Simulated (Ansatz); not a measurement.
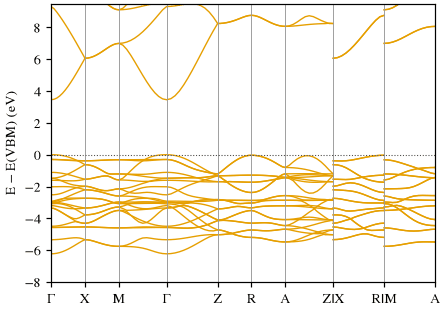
Figure: Band structure from DFT-PBEsol in the program Ansatz with PAW potentials

Q: Read off the gap and where the band edges lie.

A: About 3.5 eV (3.45 eV by a search for the band edges); maximum at Γ, minimum at Γ.

The material is ZnF2 (rutile, P4_2/mnm).

Symmetry was held in the PBEsol relaxation.

Potentials: the later of the program's two PAW sets.
